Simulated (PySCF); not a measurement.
## Electronic structure of C$_{2}$H$_{3}$N$_{2}$P (SMILES c1n[nH]cp1) in real space

The calculation's input:

```
{"job": {"kind": "uv", "xc": "wB97X-D", "basis": "def2-SVPD", "nstates": 8, "ntriplets": 3}, "charge": 0, "multiplicity": 1}
C      1.348066    -0.169426    -0.104588
N      0.707950     0.965699    -0.027210
N     -0.588604     0.746215     0.060005
C     -0.987370    -0.539856     0.052960
P      0.347664    -1.620148    -0.073093
H      2.420166    -0.148830    -0.180982
H     -1.203532     1.545741     0.126810
H     -2.035282    -0.769982     0.121533
```

Run with:

```sh
OMP_NUM_THREADS=1 python probes_run.py task.json out
```

Geometry: GFN2-xTB.

All numbers below come from wB97X-D/def2-SVPD, SCF density, gas phase in PySCF 2.14.0.

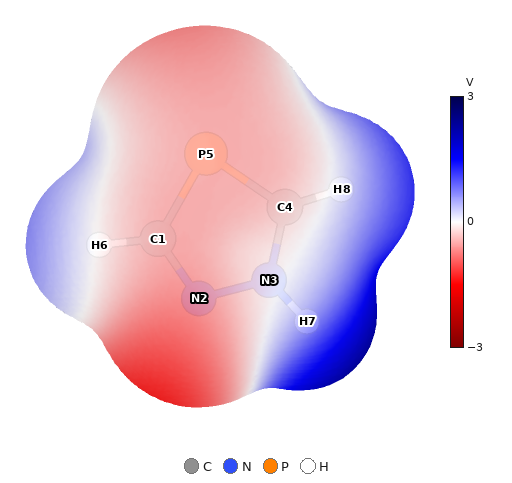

Figure 1. The electrostatic potential painted on the density surface at 0.001 e/bohr³, seen across its widest extent; red is negative and blue positive.

**Describe the electrostatic potential map.**

The most negative region (about −1.3 V, or −30 kcal/mol for a unit charge) lies over N2, the most positive (about +2.3 V, or +53 kcal/mol for a unit charge) over H7. N2 is the likeliest acceptor of a hydrogen bond.

**What dipole moment does the calculation give?**

Its dipole moment is 2.40 D.

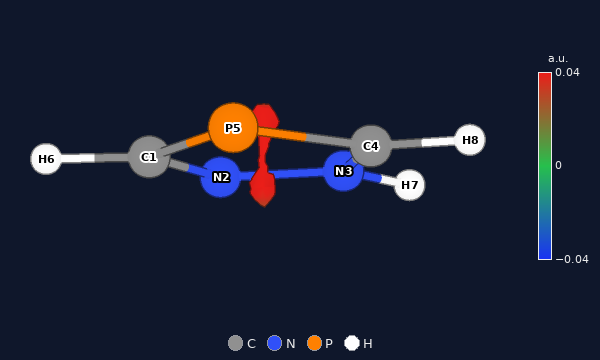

Figure 2. Non-covalent interaction (NCI) plot: the surface where the reduced density gradient is 0.5, for densities under 0.05 a.u., coloured by sign(λ₂)ρ; seen from one side.

**Which non-covalent interactions does the plot reveal?**

Inside the ring or cage of C1, N2, N3, C4 and P5: steric crowding (red).

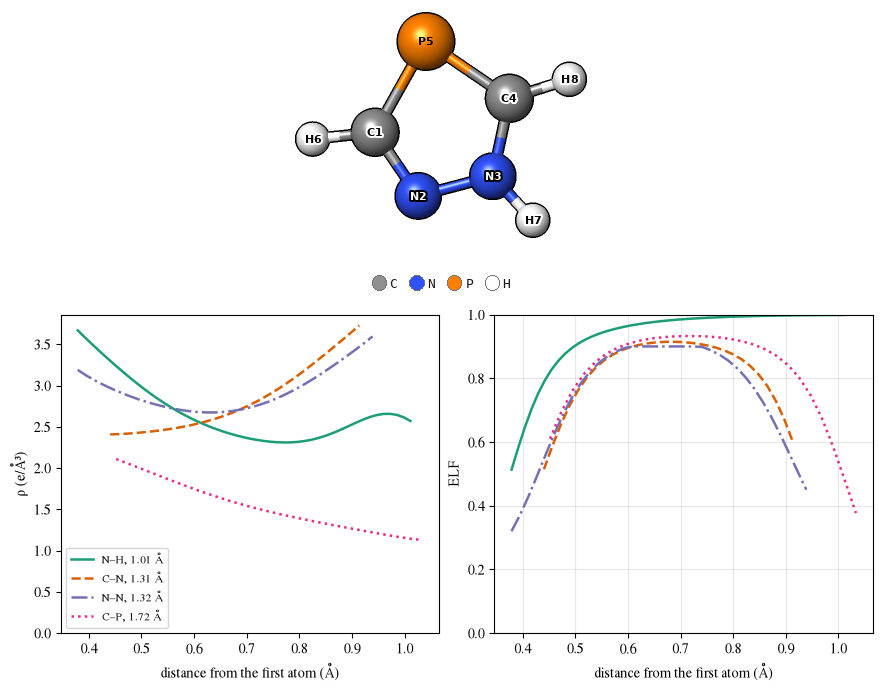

Figure 3. Total electron density and electron localisation function along straight lines between neighbouring atoms. The curves leave out the atomic cores. The structure is drawn too.

**What can be read from the curves?**

N–H (1.01 Å): ρ is about 3 e/Å³ halfway; the ELF climbs to about 1 towards the hydrogen, as it does in any bond to H: a covalent bond by its length.
C–N (1.31 Å): the density is about 2.6 e/Å³ at the midpoint; the ELF peaks at about 0.90 between the atoms (localised, covalent bonding).
N–N (1.32 Å): ρ is about 2.7 e/Å³ halfway; the ELF peaks at about 0.90 between the atoms, as expected for localised, covalent bonding.
C–P (1.72 Å): the density is about 1.3 e/Å³ at the midpoint; the ELF peaks at about 0.95 between the atoms (a covalent bond).
